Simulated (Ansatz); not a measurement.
## Phonons of VH2 (Fm-3m) against volume

Does VH2 (Fm-3m) expand much on heating, by its phonons?

Method: DFT PBEsol, scalar-relativistic, plane waves, PAW; PAW set soft_1, in Ansatz 0.2.0.

## 1. The starting structure

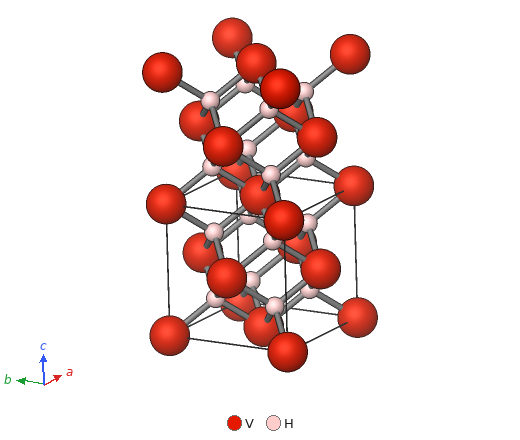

The starting structure, seen from a free direction (vanadium red, hydrogen pink). 1×1×2 cells are drawn. This picture shows the conventional cell, with its axes. Some periodic images of atoms are drawn too.

As a file:

```cif
data_structure
_symmetry_space_group_name_H-M 'P 1'
_symmetry_Int_Tables_number 1
_cell_length_a 2.9445
_cell_length_b 2.9445
_cell_length_c 2.9445
_cell_angle_alpha 60.000
_cell_angle_beta 60.000
_cell_angle_gamma 60.000
_cell_volume 18.05
loop_
_atom_site_label
_atom_site_type_symbol
_atom_site_fract_x
_atom_site_fract_y
_atom_site_fract_z
_atom_site_occupancy
V1 V 0.00000 0.00000 0.00000 1
H2 H 0.25000 0.25000 0.25000 1
H3 H 0.75000 0.75000 0.75000 1
```

## 2. Response at finite wavevector

The cell comes from relaxations at this level that are not shown. Stability and thermal properties need the whole zone. Linear response on a 4×4×4 q mesh gives force constants as far as a supercell of that size would.

The input, input.yaml:

```yaml
crystal:
  lattice:
    - [0.0, 2.0820471831, 2.0820471831]
    - [2.0820471831, 0.0, 2.0820471831]
    - [2.0820471831, 2.0820471831, 0.0]
  atoms:
    - { symbol: V, position: [0.0, 0.0, 0.0] }
    - { symbol: H, position: [0.25, 0.25, 0.25] }
    - { symbol: H, position: [0.75, 0.75, 0.75] }
kpoints:
  mp_grid: { grid: [20, 20, 20] }
hamiltonian:
  xc: pbesol
  pseudopotentials: { kind: paw, azcp: { folder: soft_1 }, xc_functional: pbe }
scf:
  occupations: { method: methfessel_paxton, width: 0.2 }
output:
  eigenvalues: true
phonons:
  method: dfpt
  qmesh: [4, 4, 4]
  temperatures: { t_max: 1000, t_step: 50 }
  qpath:
    path:
      - [[0.0, 0.0, 0.0], [0.5, 0.0, 0.5], [0.625, 0.25, 0.625]]
      - [[0.375, 0.375, 0.75], [0.0, 0.0, 0.0], [0.5, 0.5, 0.5], [0.5, 0.25, 0.75], [0.5, 0.0, 0.5]]
    npoints: 10
```

The run is started by

```console
$ ansatz run input.yaml --threads 4 --pin off --max-ram 10240MiB --backend cpu --events-out ev --progress --plain --runs-dir out
```

Numbers of over 12 decimals in the logs are rounded to 6 here.

The log of the run:

```text
Engine: ansatz 0.2.0, aarch64-unknown-linux-gnu
Pseudopotentials: kind: paw
Pseudopotential: V, paw, valence charge 13, recommended cutoff 420 eV (normal), soft_1/V.paw.azcp
Pseudopotential: H, paw, valence charge 1, recommended cutoff 420 eV (normal), soft_1/H.paw.azcp
Functional definition: PBEsol
  exchange = pbesol_x
  correlation = pbesol_c
Crystal: 3 atoms, lattice volume = 18.051 Å³
Basis set: ecut = 420 eV, 339 PW (Γ), exchange–correlation on 40×40×40 points (8 copies of the dense FFT grid, shifted against one another)
Bands: 12, of which v1, the nominal top of the filled ones, is band 8 counted from 1 (7 counted from 0)
Symmetry: 48 space group operations
k-points: 256 of 8000
Non-local potential: V, projectors of the file, l = 0: 3, l = 1: 2, l = 2: 3, l = 3: 1
Non-local potential: H, projectors of the file, l = 0: 2, l = 1: 1
PAW form: soft (Blöchl's): semilocal exchange-correlation on the pseudo side does not see the compensation charge
PAW frozen core: V, regenerated for the run's functional, and the local potential with it (the file was generated under x = pbe(κ = 0.804, μ = 0.219515), c = pbe(β = 0.066725))
PAW one-centre angular grid: V, 590 points (default); XC on 64 Gauss nodes
PAW one-centre angular grid: H, 110 points (default); XC on 64 Gauss nodes
Initial density: superposition of atomic densities (chi_scale 0.1, normalization cell, long waves kept (reshape's long-wave potential 0.00 eV rms))
Initial wavefunctions: pseudopotential atomic-orbital guess
Functional: x = pbesol(κ = 0.804, μ = 0.123457), c = pbesol(β = 0.046)
SCF iter   1: F=—  HF=-2918.093963 eV  |F-HF|=—  |Δ(HF+E_count)|=         —  Δρ=1.14e-1  dr2=2.10e0  ethr=3.10e-3  ⟨swp⟩=4.0  Hψ=14778  notcnv=0
preconditioner: auto → none  [metal: Δε(μ)=0.033 eV  Ē_g=9.054 eV  σ=0.200 eV  W_gap=0.14  n_scr=8 (ndim 8)  ℏωp=23.1 eV  f_vac=0.000  D(μ)=1.16/eV (n_scr^D=14)  sad-step TF]
SCF iter   2: F=—  HF=-2917.482851 eV  |F-HF|=—  |Δ(HF+E_count)|=   6.11e-1  S|Δr|=    0.00e0  Δρ=3.90e-2  dr2=1.97e-1  ethr=3.10e-3  ⟨swp⟩=2.4  Hψ=7962  notcnv=0  defer=24
SCF iter   3: F=—  HF=-2917.442262 eV  |F-HF|=—  |Δ(HF+E_count)|=   4.06e-2  S|Δr|=    0.00e0  Δρ=1.21e-2  dr2=2.07e-2  ethr=1.31e-3  ⟨swp⟩=2.2  Hψ=5481  notcnv=0  defer=24
SCF iter   4: F=—  HF=-2917.446549 eV  |F-HF|=—  |Δ(HF+E_count)|=   4.29e-3  S|Δr|=    0.00e0  Δρ=1.66e-3  dr2=2.75e-4  ethr=1.38e-4  ⟨swp⟩=2.1  Hψ=5743  notcnv=0  defer=20
SCF iter   5: F=—  HF=-2917.447057 eV  |F-HF|=—  |Δ(HF+E_count)|=   5.08e-4  S|Δr|=    0.00e0  Δρ=2.04e-4  dr2=7.23e-6  ethr=1.84e-6  ⟨swp⟩=2.0  Hψ=4442  notcnv=0  defer=19
SCF iter   6: F=—  HF=-2917.447055 eV  |F-HF|=—  |Δ(HF+E_count)|=   1.93e-6  S|Δr|=    0.00e0  Δρ=1.39e-5  dr2=3.57e-8  ethr=4.82e-8  ⟨swp⟩=2.4  Hψ=4334  notcnv=0  defer=19
SCF iter   7: F=—  HF=-2917.447056 eV  |F-HF|=—  |Δ(HF+E_count)|=   2.31e-7  S|Δr|=    0.00e0  Δρ=5.63e-7  dr2=3.25e-11  ethr=2.38e-10  ⟨swp⟩=2.5  Hψ=4503  notcnv=0  defer=19
SCF iter   8: F=-2917.447056 eV  HF=-2917.447056 eV  |F-HF|=1.82e-12  |Δ(HF+E_count)|=  1.41e-11  S|Δr|=    0.00e0  Δρ=4.28e-8  dr2=7.27e-14  ethr=1.00e-12  ⟨swp⟩=5.3  Hψ=11315  notcnv=0
SCF 1 converged in 8 iterations: F = -2917.447056 eV  dr2 = 7.27e-14
  greatest PAW one-centre occupation: 1.000 electrons in one spin orbital (limit 2), on the V atom at site 0 (counted from 0), in its partial waves of l = 0
phonons: the bands overlap, so this run is a metal and interpolates without the dipole-dipole term. If the crystal is really an insulator or semiconductor, its LO-TO splitting is missing
NSCF: frozen V_eff on 256 k-points
NSCF: frozen V_eff on 641 k-points
DFPT response loops at q = (0, 0, 0) (fractional): preconditioner auto → Kerker (q_TF=auto, 2.645 Å⁻¹) (partly filled bands, converged f_vac=0.000); β = 1.00, the filter's whole step (`scf.mixing.beta` (0.50) is not read by the response loops under this deck's `scf.mixing.preconditioner`; to damp them name `kerker` or `kerker_dos`, under which they read `scf.mixing.beta`, and type it under 1.00, their step now; both keys bind the ground state too); Broyden in place of MSR1
NSCF: frozen V_eff on 8400 k-points
DFPT response loops at q = (0, 0, 0.25) (fractional): mixed as the last ones told, above
NSCF: frozen V_eff on 4224 k-points
DFPT response loops at q = (0, 0, -0.5) (fractional): mixed as the last ones told, above
NSCF: frozen V_eff on 4420 k-points
DFPT response loops at q = (0, 0.25, 0.25) (fractional): mixed as the last ones told, above
NSCF: frozen V_eff on 16000 k-points
DFPT response loops at q = (0, 0.25, -0.5) (fractional): mixed as the last ones told, above
NSCF: frozen V_eff on 8400 k-points
DFPT response loops at q = (0, 0.25, -0.25) (fractional): mixed as the last ones told, above
NSCF: frozen V_eff on 2332 k-points
DFPT response loops at q = (0, -0.5, -0.5) (fractional): mixed as the last ones told, above
NSCF: frozen V_eff on 4420 k-points
DFPT response loops at q = (0.25, -0.5, -0.25) (fractional): mixed as the last ones told, above
SCF converged after 8 iterations
Stability not checked: this state was not tested for a lower state beside it, because cold or Methfessel-Paxton smearing, or corrected tetrahedra, fill the levels in a way that the test cannot read (fill_not_monotonic; see scf.lower_state_search)
Free energy (F): -2917.447056 eV
Harris-Foulkes:  -2917.447056 eV  (|F-HF|=1.82e-12)
Internal energy: -2917.448422 eV  (E = F + TS)
E sigma→0 (E₀):  -2917.447397 eV
Entropy (-TS):   0.001366 eV (0.455 meV/atom)
Fermi energy:    14.179574 eV
--- Per-component energies (eV) ---
  E_band       = -176.193857
  E_kinetic    = 326.542893
  E_local      = -1123.725149  (includes V_loc(G=0)·N_el)
  E_nonlocal   = 85.160603
  E_hartree    = 461.019762
  E_xc         = -133.619464
  E_vxc        = -170.473396  (∫ρ·V_xc dr)
  E_paw        = -1101.530485  (= ΣΔE_a)
  E_vpaw       = -215.737163  (= ΣTr[D̂ρ^β])
  E_aug_tail   = -0.001174  (compensation charges beyond the density's cutoff)
  E_ewald      = -1431.445085
  E_core_change = 0.149679  (= ΣΔE_core)
  E_smearing   = 0.001366  (= −TS)
  E_closure    = -0.000000  (closes the sum)
  Σ components = -2917.447056   (vs F -2917.447056, Δ=0.00e0)
--- Band table (eV; the first three rows and the last of 256) ---
  k-point 0: bands = [... 4 lower, 2.3994, 13.1329, 13.1329, 13.1329, 15.0007, 15.0007, 15.5286, 30.5670]
  k-point 1: bands = [... 4 lower, 2.4698, 12.7682, 13.1609, 13.1609, 14.9840, 14.9840, 15.9358, 29.6650]
  k-point 2: bands = [... 4 lower, 2.6776, 12.0429, 13.2379, 13.2379, 14.9426, 14.9426, 16.7780, 28.2941]
  k-point 255: bands = [... 4 lower, 7.9341, 7.9341, 11.3031, 14.5358, 15.9487, 17.9112, 17.9112, 20.9193]
--- Phonons (Γ-DFPT): 2 representative perturbations + reference (Σ response iterations 7) ---
  ASR residual: 1.810e-5 → 0.000e0 eV/Å²; symmetrization residual: 3.290e-9 eV/Å²
  ASR residual per site (eV/Å²): 1.81e-5 3.70e-6 3.70e-6
  Γ frequencies (cm⁻¹): 0.00 0.00 0.00 1205.46 1205.46 1205.46 1382.49 1382.49 1382.49
--- Phonons (arbitrary-q DFPT): 8 irreducible q on the 4×4×4 mesh ---
  q = [0.0000, 0.0000, 0.0000] (star 1, of the zone-centre solve; hermiticity 6.35e-10, symmetrization 2.66e-13): -0.00 -0.00 0.00 1205.46 1205.46 1205.46 1382.49 1382.49 1382.49
  q = [0.0000, 0.0000, 0.2500] (star 8, 2 solved perturbations on 4200 of 8000 k-point pairs; hermiticity 3.30e-8, symmetrization 1.47e-8): 134.25 134.25 226.90 1237.32 1237.32 1290.18 1386.00 1401.43 1401.43
  q = [0.0000, 0.0000, -0.5000] (star 4, 2 solved perturbations on 2112 of 8000 k-point pairs; hermiticity 4.80e-6, symmetrization 1.81e-6): 196.30 196.30 262.32 1268.44 1268.44 1353.32 1360.19 1388.11 1388.11
  q = [0.0000, 0.2500, 0.2500] (star 6, 4 solved perturbations in 6840 linear systems a pass and spin channel, the states on 2210 of 8000 k-point pairs; hermiticity 1.85e-7, symmetrization 9.26e-8): 159.81 159.81 249.12 1242.01 1242.01 1322.21 1361.55 1418.69 1418.69
  q = [0.0000, 0.2500, -0.5000] (star 24, 4 solved perturbations in 24400 linear systems a pass and spin channel, the states on 8000 of 8000 k-point pairs; hermiticity 1.04e-6, symmetrization 4.64e-7): 215.07 222.94 274.53 1268.57 1299.46 1306.12 1393.37 1402.10 1423.60
  q = [0.0000, 0.2500, -0.2500] (star 12, 4 solved perturbations in 12820 linear systems a pass and spin channel, the states on 4200 of 8000 k-point pairs; hermiticity 2.43e-6, symmetrization 1.15e-6): 190.17 202.22 269.61 1244.67 1315.53 1334.10 1371.20 1386.51 1414.50
  q = [0.0000, -0.5000, -0.5000] (star 3, 4 solved perturbations in 3614 linear systems a pass and spin channel, the states on 1166 of 8000 k-point pairs; hermiticity 3.72e-8, symmetrization 1.87e-8): 230.18 230.18 301.03 1235.46 1318.83 1318.83 1395.11 1395.11 1447.25
  q = [0.2500, -0.5000, -0.2500] (star 6, 4 solved perturbations in 6652 linear systems a pass and spin channel, the states on 2210 of 8000 k-point pairs; hermiticity 2.38e-6, symmetrization 1.19e-6): 216.52 264.52 264.52 1272.75 1281.66 1357.18 1357.18 1404.07 1460.13
  sum rule: each row above includes the acoustic sum rule's correction from the zone centre's row sums; it moved no ω² by more than (1.00 cm⁻¹)²
  mesh force constants: q→R imaginary residual 2.22e-18; ASR residual 1.810e-5 → 0.000e0 eV/Å²; symmetrization residual 8.882e-15 eV/Å²
  interpolated dispersion: 62 rows × 9 modes
  density of states and harmonic sums: on the 28×28×28 q-mesh, interpolated from the force constants of a 4×4×4 supercell (no non-analytic term)
  largest difference from the sums on the solved wave vectors: F 1.05e-2 eV, S 1.45e-5 and C_V 4.03e-6 eV/K
  zero-point energy: 0.540130 eV/cell   skipped modes (ω ≤ 0): 3   left out of the sums: 1.52e-5 of the cell's modes: C_V's classical limit lies that fraction below 3 k_B per atom; for a crystal, a wire or a layer, F and S can be off by more, and a phonons.interpolated_qmesh denser along its periods is the remedy for the sampling
```

Wall time 6.9 min (4 threads of Arm Neoverse V1, shared host); peak memory 4.5 GiB.

This run has no spin polarisation, although V can carry a moment.

Numbers from this step:

```
volume per atom                                            : 6.017 Å³
gap on the k-mesh                                          : 0 eV
sum-rule residual before enforcement                       : 1.81e-5 eV/Å²
lowest frequency on the path                               : 0 cm⁻¹
point group                                                : m-3m
highest frequency on the path or at a solved wavevector    : 1460 cm⁻¹
mean frequency                                             : 968.1 cm⁻¹
Debye temperature (second moment)                          : 2053 K
logarithmic mean frequency                                 : 725.2 cm⁻¹
highest optical mode at the zone centre (no LO-TO term)    : 1382 cm⁻¹
lowest optical zone-centre mode                            : 1205 cm⁻¹
lowest mode on the q mesh (acoustic modes at Γ apart)      : 134.2 cm⁻¹
zero-point energy per atom                                 : 180.0 meV
heat capacity at 300 K                                     : 8.695 J/(mol atoms K)
vibrational entropy at 300 K                               : 8.77 J/(mol atoms K)
edges of the widest gap between branches, on path and mesh : 301, 1206 cm⁻¹
```

Frequencies (cm⁻¹) solved at each irreducible wavevector; negative means imaginary. Frequencies by wavevector, by row:

| q in reciprocal lattice units | star | mode 1 | mode 2 | mode 3 | mode 4 | mode 5 | mode 6 | mode 7 | mode 8 | mode 9 |
| --- | --- | --- | --- | --- | --- | --- | --- | --- | --- | --- |
| 0 0 0 | 1 | 0 | 0 | 0 | 1206 | 1206 | 1206 | 1382 | 1382 | 1382 |
| 0 0 0.25 | 8 | 134.2 | 134.2 | 226.9 | 1237 | 1237 | 1290 | 1386 | 1401 | 1401 |
| 0 0 -0.5 | 4 | 196.3 | 196.3 | 262.3 | 1268 | 1268 | 1353 | 1360 | 1388 | 1388 |
| 0 0.25 0.25 | 6 | 159.8 | 159.8 | 249.1 | 1242 | 1242 | 1322 | 1362 | 1419 | 1419 |
| 0 0.25 -0.5 | 24 | 215.1 | 222.9 | 274.5 | 1269 | 1300 | 1306 | 1393 | 1402 | 1424 |
| 0 0.25 -0.25 | 12 | 190.2 | 202.2 | 269.6 | 1245 | 1316 | 1334 | 1371 | 1386 | 1414 |
| 0 -0.5 -0.5 | 3 | 230.2 | 230.2 | 301 | 1236 | 1319 | 1319 | 1395 | 1395 | 1447 |
| 0.25 -0.5 -0.25 | 6 | 216.5 | 264.5 | 264.5 | 1273 | 1282 | 1357 | 1357 | 1404 | 1460 |

Symmetry leaves 8 wavevectors to solve. The lowest mode among them, the acoustic zeros apart, lies at q = (0, 0, 0.25) and is real, 134 cm⁻¹.

## 3. Relaxing at another volume, volume ratio 0.97

The volume is scaled by 0.97 and held; symmetry leaves nothing to relax, so this is a single point. The modes can then be followed against volume.

input.yaml, the sections that differ from step 2:

```yaml
crystal:
  lattice:
    - [0.0, 2.0610149656, 2.0610149656]
    - [2.0610149656, 0.0, 2.0610149656]
    - [2.0610149656, 2.0610149656, 0.0]
  atoms:
    - { symbol: V, position: [0.0, 0.0, 0.0] }
    - { symbol: H, position: [0.25, 0.25, 0.25] }
    - { symbol: H, position: [0.75, 0.75, 0.75] }
output:
  forces: true
  stress: true
  eigenvalues: true
# kpoints, hamiltonian, scf: as in step 2
# phonons: removed
```

The log of the run:

```text
[...]
Crystal: 3 atoms, lattice volume = 17.509 Å³
Basis set: ecut = 420 eV, 331 PW (Γ), exchange–correlation on 40×40×40 points (8 copies of the dense FFT grid, shifted against one another)
Bands: 12, of which v1, the nominal top of the filled ones, is band 8 counted from 1 (7 counted from 0)
Symmetry: 48 space group operations
[...]
k-points: 256 of 8000
[...]
--- Band table (eV; the first three rows and the last of 256) ---
  k-point 0: bands = [... 4 lower, 2.7295, 13.6117, 13.6117, 13.6117, 15.5569, 15.5569, 16.0850, 31.3665]
  k-point 1: bands = [... 4 lower, 2.8020, 13.2382, 13.6408, 13.6408, 15.5392, 15.5392, 16.5039, 30.4290]
  k-point 2: bands = [... 4 lower, 3.0157, 12.4953, 13.7209, 13.7209, 15.4955, 15.4955, 17.3720, 29.0302]
  k-point 255: bands = [... 4 lower, 8.3394, 8.3394, 11.7091, 15.0722, 16.5509, 18.5922, 18.5922, 21.6995]
[key lines of the parts left out:]
SCF converged after 7 iterations
Free energy (F): -2917.436935 eV
Fermi energy:    14.699258 eV
P = ⅓ Tr σ = 6.1432 GPa (61.432 kbar)
```

Wall time 1.3 s (4 threads); peak memory 0.34 GiB; 4.4 s of CPU time.

Numbers from this step:

```yaml
pressure: 6.143 GPa
volume_per_atom: 5.836 Å³
```

The run ends at a pressure of 6.14 GPa.

## 4. Phonons at the other volume, volume ratio 0.97

The phonons are repeated at this volume on the same k and q meshes.

Edit input.yaml of step 3 so:

```diff
@@ -17,4 +17,11 @@
 output:
-  forces: true
-  stress: true
   eigenvalues: true
+phonons:
+  method: dfpt
+  qmesh: [4, 4, 4]
+  temperatures: { t_max: 1000, t_step: 50 }
+  qpath:
+    path:
+      - [[0.0, 0.0, 0.0], [0.5, 0.0, 0.5], [0.625, 0.25, 0.625]]
+      - [[0.375, 0.375, 0.75], [0.0, 0.0, 0.0], [0.5, 0.5, 0.5], [0.5, 0.25, 0.75], [0.5, 0.0, 0.5]]
+    npoints: 10
```

The log of the run:

```text
[...]
Crystal: 3 atoms, lattice volume = 17.509 Å³
Basis set: ecut = 420 eV, 331 PW (Γ), exchange–correlation on 40×40×40 points (8 copies of the dense FFT grid, shifted against one another)
Bands: 12, of which v1, the nominal top of the filled ones, is band 8 counted from 1 (7 counted from 0)
Symmetry: 48 space group operations
k-points: 256 of 8000
[...]
SCF iter   1: F=—  HF=-2918.094187 eV  |F-HF|=—  |Δ(HF+E_count)|=         —  Δρ=1.17e-1  dr2=2.12e0  ethr=3.10e-3  ⟨swp⟩=4.0  Hψ=14821  notcnv=0
[...]
SCF iter   8: F=-2917.436935 eV  HF=-2917.436935 eV  |F-HF|=0.00e0  |Δ(HF+E_count)|=  1.09e-11  S|Δr|=    0.00e0  Δρ=4.95e-8  dr2=1.32e-13  ethr=1.00e-12  ⟨swp⟩=5.3  Hψ=11094  notcnv=0
SCF 1 converged in 8 iterations: F = -2917.436935 eV  dr2 = 1.32e-13
[...]
NSCF: frozen V_eff on 256 k-points
[...]
SCF converged after 8 iterations
[...]
Free energy (F): -2917.436935 eV
[...]
Internal energy: -2917.438228 eV  (E = F + TS)
E sigma→0 (E₀):  -2917.437258 eV
Entropy (-TS):   0.001294 eV (0.431 meV/atom)
Fermi energy:    14.699253 eV
[...]
--- Band table (eV; the first three rows and the last of 256) ---
  k-point 0: bands = [... 4 lower, 2.7295, 13.6117, 13.6117, 13.6117, 15.5569, 15.5569, 16.0850, 31.3665]
  k-point 1: bands = [... 4 lower, 2.8020, 13.2382, 13.6408, 13.6408, 15.5392, 15.5392, 16.5039, 30.4290]
  k-point 2: bands = [... 4 lower, 3.0157, 12.4953, 13.7209, 13.7209, 15.4955, 15.4955, 17.3720, 29.0302]
  k-point 255: bands = [... 4 lower, 8.3394, 8.3394, 11.7091, 15.0722, 16.5509, 18.5922, 18.5922, 21.6995]
[...]
ASR residual: 1.387e-5 → 0.000e0 eV/Å²; symmetrization residual: 4.497e-9 eV/Å²
  ASR residual per site (eV/Å²): 1.39e-5 2.88e-6 2.88e-6
  Γ frequencies (cm⁻¹): 0.00 0.00 0.00 1255.89 1255.89 1255.89 1427.75 1427.75 1427.75
--- Phonons (arbitrary-q DFPT): 8 irreducible q on the 4×4×4 mesh ---
[...]
interpolated dispersion: 62 rows × 9 modes
[...]
```

Elapsed: 6.6 min, on 4 threads; peak memory 4.4 GiB.

Numbers from this step:

```yaml
sum_rule_residual_before_enforcement: 1.39e-5 eV/Å²
highest_frequency_on_the_path_or_at_a_solved_wavevector: 1506 cm⁻¹
mean_frequency: 1002 cm⁻¹
debye_temperature_second_moment: 2126 K
logarithmic_mean_frequency: 750.4 cm⁻¹
highest_optical_mode_at_the_zone_centre_no_lo_to_term: 1428 cm⁻¹
lowest_optical_zone_centre_mode: 1256 cm⁻¹
lowest_mode_on_the_q_mesh_acoustic_modes_at_gamma_apart: 136.2 cm⁻¹
zero_point_energy_per_atom: 186.4 meV
heat_capacity_at_300_k: 8.476 J/(mol atoms K)
vibrational_entropy_at_300_k: 8.492 J/(mol atoms K)
edges_of_the_widest_gap_between_branches_on_path_and_mesh: 318.2, 1256 cm⁻¹
```

Frequencies (cm⁻¹) solved at each irreducible wavevector; negative means imaginary. Frequencies by wavevector, by row:

```
q in reciprocal lattice units  star  mode 1  mode 2  mode 3  mode 4  mode 5  mode 6  mode 7  mode 8  mode 9
                        0 0 0     1       0       0       0    1256    1256    1256    1428    1428    1428
                     0 0 0.25     8   136.2   136.2   237.3    1287    1287    1339    1432    1448    1448
                     0 0 -0.5     4   200.1   200.1   279.1    1317    1317    1401    1408    1435    1435
                  0 0.25 0.25     6   163.7   163.7   260.2    1292    1292    1369    1410    1465    1465
                  0 0.25 -0.5    24   220.2   229.6   288.9    1318    1348    1354    1440    1449    1470
                 0 0.25 -0.25    12   192.7   209.5   282.5    1295    1364    1381    1418    1434    1461
                  0 -0.5 -0.5     3     237     237   318.2    1285    1368    1368    1442    1442    1494
              0.25 -0.5 -0.25     6   220.6   276.5   276.5    1321    1332    1405    1405    1452    1506
```

The highest optical mode at the zone centre (no LO-TO term) is 1427.8 cm⁻¹, +45.3 cm⁻¹ against the base run.

[end of part 1 of 2]

[Logs are printed without paths, hosts, clocks, repeated set-up lines and the standing remarks that a program may print on its own settings, such as how far it seeks lower states.]

[Hosts, paths, dates, database ids (printed as entryN), source tags and the programs' standing remarks are cut or masked in the printed files.]
